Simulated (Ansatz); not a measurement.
# Calculations on CH9AsGe

## 1. Relaxation

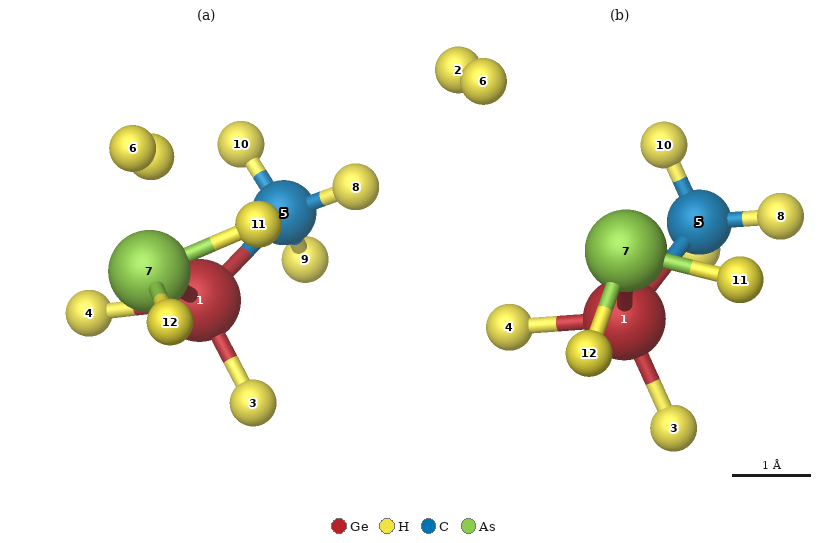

The structure of CH9AsGe (started from a transition state, displaced along its imaginary mode) before (left) and after (right) a relaxation, at one scale.

A ball-and-stick model, seen from a free direction.

Method: RKS PBE0-D4/def2-TZVP in Ansatz 0.2.0. (force threshold 0.005 eV/Å; at most 200 steps)

Question: Summarise the run.

Answer: H2 moves most after the best rigid fit: 1.94 Å. By element the largest moves are H 1.94 Å, As 0.87 Å, Ge 0.43 Å, C 0.41 Å. Among the contacts that change: H2–As7 2.261 → 3.968 Å, Ge1–H2 2.202 → 3.842 Å, H6–As7 2.014 → 3.330 Å, Ge1–As7 2.845 → 2.430 Å. Among the angles between lasting bonds that change: Ge1–As7–H12 139.8° → 93.0°, C5–Ge1–As7 130.2° → 108.8°, H3–Ge1–As7 95.6° → 111.6°. Groups turn about Ge1–As7 by about 45°. After 46 accepted moves (50 points after the start) the energy has fallen by 352.8 kJ/mol. Largest force component: 12 eV/Å at the start, 0.0034 eV/Å at the end. The line search rejected the trial steps at points 15, 22, 38, 44 of the run. The forces were under the threshold at step 23, but the run went on from there. Cost: 100 s on 8 threads of Arm Neoverse V2, on a shared host.

## 2. Relaxation

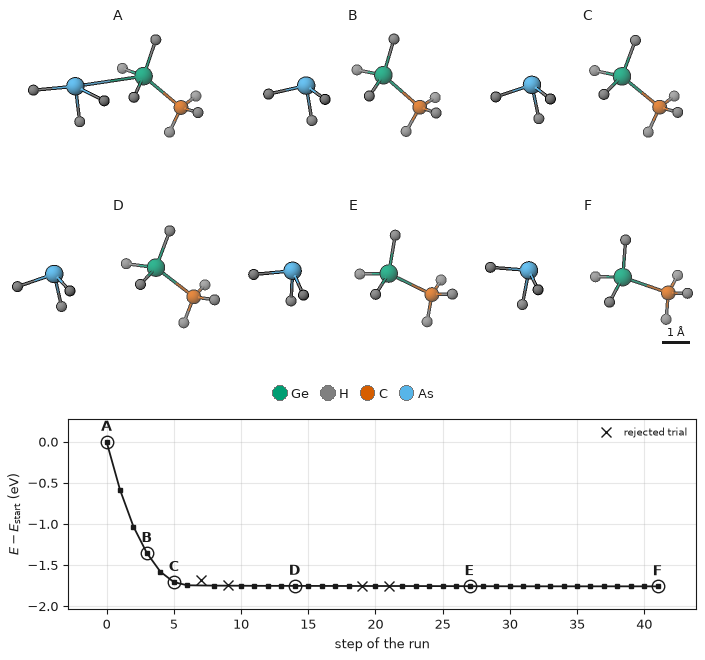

Frames of a relaxation of CH$_{9}$AsGe (started from a transition state, displaced along its imaginary mode), marked on the history of the run. The picture is a ball-and-stick view, seen from a free direction.

The calculation used RKS PBE0-D4/def2-TZVP (Ansatz). Settings: force threshold 0.005 eV/Å; at most 200 steps.

**Describe the path.**

After 37 accepted moves (41 points after the start) the energy has fallen by 1.757 eV. Largest force component: 1.6 eV/Å at the start, 0.0038 eV/Å at the end. The line search rejected the trial steps at points 7, 9, 19, 21 of the run. The forces were under the threshold at step 34, but the run went on from there. The atom that moves furthest after the best rigid fit is an H atom (1.50 Å). Largest moves by element: H 1.50 Å, C 0.73 Å, As 0.72 Å, Ge 0.57 Å. Some distances before and after: As–H 2.272 → 3.339 Å, As–Ge 2.874 → 3.925 Å, As–H 1.607 → 1.522 Å, Ge–H 1.591 → 1.539 Å. Bonds break, among them: As–Ge (2.87 → 3.92 Å). Among the angles between lasting bonds that change: H–As–H 128.9° → 92.1°, H–Ge–H 131.6° → 108.4°, H–Ge–C 94.9° → 110.1°. From step 0 to 3: an H atom moves most (0.58 Å), energy −1.353 eV. From step 3 to 5: an H atom moves most (0.40 Å), energy −0.352 eV. From step 5 to 14: an H atom moves most (0.42 Å), energy −0.046 eV. From step 14 to 27: an H atom moves most (0.45 Å), energy −0.004 eV. From step 27 to 41: an H atom moves most (0.34 Å), energy −0.002 eV.

```json
{"step": "0", "E − E(0), eV": "0.0000", "largest force component, eV/Å": "1.6303", "note": ""}
{"step": "1", "E − E(0), eV": "-0.5841", "largest force component, eV/Å": "1.4553", "note": ""}
{"step": "2", "E − E(0), eV": "-1.0315", "largest force component, eV/Å": "0.9785", "note": ""}
{"step": "3", "E − E(0), eV": "-1.3533", "largest force component, eV/Å": "0.3783", "note": ""}
{"step": "4", "E − E(0), eV": "-1.5792", "largest force component, eV/Å": "0.2501", "note": ""}
{"step": "5", "E − E(0), eV": "-1.7054", "largest force component, eV/Å": "0.0929", "note": ""}
{"step": "6", "E − E(0), eV": "-1.7443", "largest force component, eV/Å": "0.0338", "note": ""}
{"step": "7", "E − E(0), eV": "-1.6856", "largest force component, eV/Å": "0.6085", "note": "rejected"}
{"step": "8", "E − E(0), eV": "-1.7485", "largest force component, eV/Å": "0.0097", "note": ""}
{"step": "9", "E − E(0), eV": "-1.7384", "largest force component, eV/Å": "0.3113", "note": "rejected"}
{"step": "10", "E − E(0), eV": "-1.7498", "largest force component, eV/Å": "0.0057", "note": ""}
{"step": "12", "E − E(0), eV": "-1.7513", "largest force component, eV/Å": "0.0324", "note": ""}
{"step": "13", "E − E(0), eV": "-1.7515", "largest force component, eV/Å": "0.0273", "note": ""}
{"step": "15", "E − E(0), eV": "-1.7519", "largest force component, eV/Å": "0.0546", "note": ""}
{"step": "17", "E − E(0), eV": "-1.7525", "largest force component, eV/Å": "0.0057", "note": ""}
{"step": "18", "E − E(0), eV": "-1.7528", "largest force component, eV/Å": "0.0165", "note": ""}
{"step": "20", "E − E(0), eV": "-1.7531", "largest force component, eV/Å": "0.0304", "note": ""}
{"step": "21", "E − E(0), eV": "-1.7530", "largest force component, eV/Å": "0.1099", "note": "rejected"}
{"step": "23", "E − E(0), eV": "-1.7537", "largest force component, eV/Å": "0.0260", "note": ""}
{"step": "25", "E − E(0), eV": "-1.7545", "largest force component, eV/Å": "0.0647", "note": ""}
{"step": "26", "E − E(0), eV": "-1.7548", "largest force component, eV/Å": "0.0554", "note": ""}
{"step": "28", "E − E(0), eV": "-1.7556", "largest force component, eV/Å": "0.0653", "note": ""}
{"step": "30", "E − E(0), eV": "-1.7564", "largest force component, eV/Å": "0.0324", "note": ""}
{"step": "31", "E − E(0), eV": "-1.7568", "largest force component, eV/Å": "0.0364", "note": ""}
{"step": "33", "E − E(0), eV": "-1.7570", "largest force component, eV/Å": "0.0329", "note": ""}
{"step": "34", "E − E(0), eV": "-1.7571", "largest force component, eV/Å": "0.0014", "note": ""}
{"step": "36", "E − E(0), eV": "-1.7571", "largest force component, eV/Å": "0.0316", "note": ""}
{"step": "38", "E − E(0), eV": "-1.7572", "largest force component, eV/Å": "0.0043", "note": ""}
{"step": "39", "E − E(0), eV": "-1.7573", "largest force component, eV/Å": "0.0272", "note": ""}
{"step": "41", "E − E(0), eV": "-1.7573", "largest force component, eV/Å": "0.0038", "note": ""}
```

## 3. Reaction

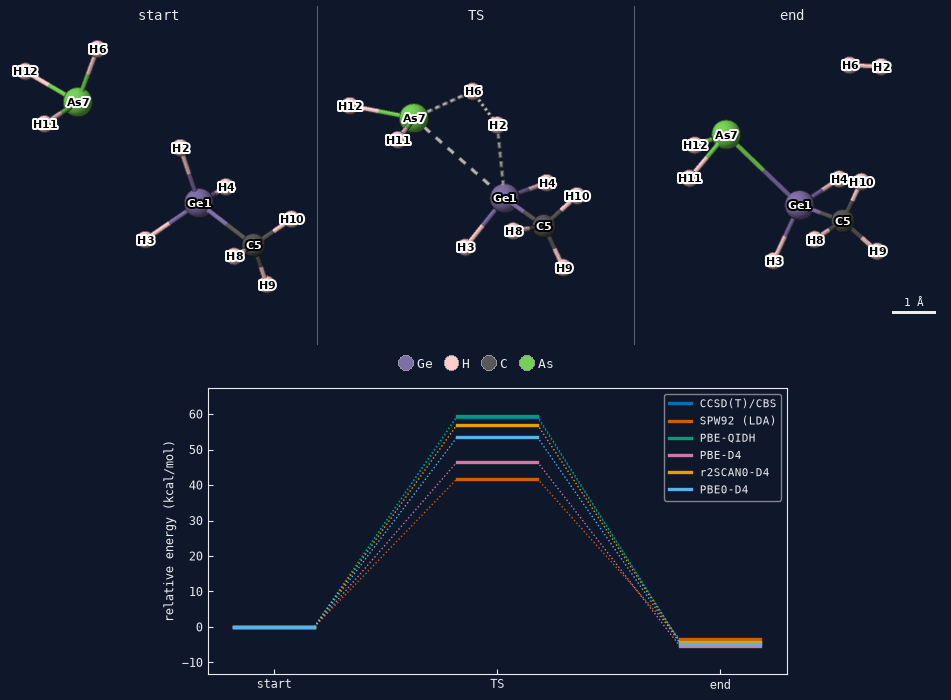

A reaction step of CH9AsGe, with its energy diagram. The picture is a ball-and-stick view, seen from a free direction. Dashed sticks mark bonds that form or break.

Stationary points at PBE0-D4/def2-TZVP, single-point energies with CCSD(T)/CBS, SPW92 (LDA), PBE-QIDH, PBE-D4, r2SCAN0-D4, PBE0-D4 (def2-TZVPP where no basis is named; Ansatz 0.2.0). The energies are electronic, without zero-point or thermal terms, and both ends are the minima reached downhill from the saddle, with any fragments still in contact. CCSD(T)/CBS stands for a frozen-core estimate: MP2 correlation extrapolated from def2-TZVPP and def2-QZVPP, CCSD(T) minus MP2 from the smaller set.

### Describe the step and its energetics.

Counted by bonded pieces, the start holds AsH₃ + CH₆Ge and the end holds CH₇AsGe + H₂. From the start over the saddle to the end, bonds form: Ge1–As7 (3.92 → 2.86 → 2.43 Å), H2–H6 (3.29 → 0.99 → 0.75 Å). Bonds break: Ge1–H2 (1.54 → 1.87 → 3.84 Å), H6–As7 (1.52 → 1.78 → 3.33 Å). The saddle has one imaginary mode, 1232i cm⁻¹. With CCSD(T)/CBS the barrier is 59.1 kcal/mol from the start and 63.4 kcal/mol from the end, and the end lies 4.3 kcal/mol below the start.

```
      level  barrier from the start (kcal/mol)  barrier from the end (kcal/mol)  the end less the start (kcal/mol)
CCSD(T)/CBS                               59.1                             63.4                               −4.3
SPW92 (LDA)                               41.8                             45.2                               −3.4
   PBE-QIDH                               59.5                             63.8                               −4.3
     PBE-D4                               46.5                             52.0                               −5.5
 r2SCAN0-D4                               57.0                             61.3                               −4.3
    PBE0-D4                               53.5                             58.2                               −4.7
```

Against CCSD(T)/CBS, PBE-QIDH comes closest on the barrier from the start (+0.4 kcal/mol) and SPW92 (LDA) misses most (−17.3 kcal/mol).

Limits of the set-up: the start holds two separate molecules, 3.3 Å apart at their closest, whose relative position is a soft coordinate.
